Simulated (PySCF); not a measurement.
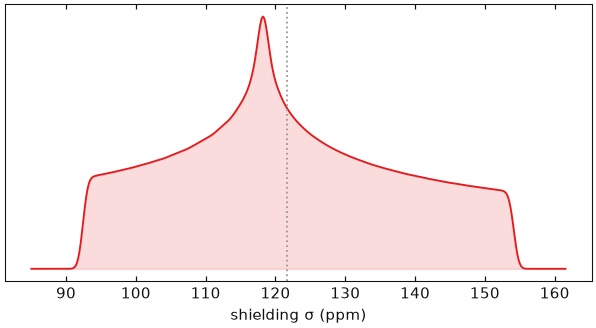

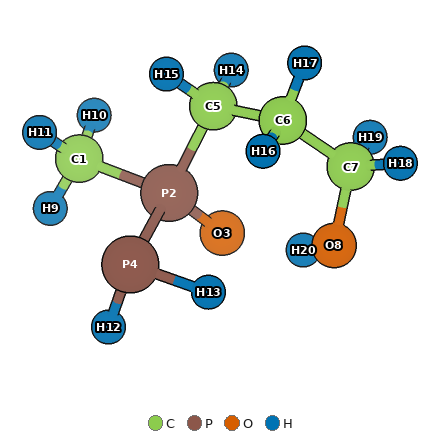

Static powder pattern (¹³C) from GIAO shielding tensors of C₄H₁₂O₂P₂, SMILES C[P@](=O)(P)CCCO, PBE0/pcSseg-1 (IEF-PCM chloroform) with PySCF, at a PBE0-D3(BJ)/def2-SVP geometry (no frequency check); absolute shielding, one fixed geometry of the isolated molecule without any motion, no dipolar terms. The dotted line is the isotropic value; skew is 3(σiso − σ22)/span.

Q: The pattern belongs to C7. Give the principal values, span and skew.

A: C7: σ11, σ22, σ33 = 92, 118, 154 ppm, isotropic 122, span 62 ppm, skew 0.16.

Known limits of this run: one conformer of a flexible molecule.
